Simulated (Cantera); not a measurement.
A closed system holds: 1 mol Ti(OiPr)4, 1.8 mol CH4, 20 mol H2, at 21.0 mbar.

Cantera equilibrium calculation (NASA polynomials, part measured and part estimated; ideal gas, pure solids and liquids). Candidate condensed phases: C, C6H6, C7H8, C8H18, H2O, Ti, TiC, TiO, TiO2, Ti2O3, Ti3O5, Ti4O7; 113 gas species. The feed counts by its element totals alone. TiC: taken at fixed stoichiometry. The numbers say what is thermodynamically allowed, not how fast it happens.

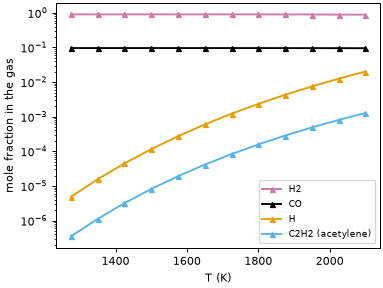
*Equilibrium gas composition (values under 1e-9 drawn at 1e-9)*

Q: Read off the mole fractions at 1800 K.

A: H2 about 0.90, CO about 0.096, H about 0.0023, C2H2 (acetylene) about 0.00016.
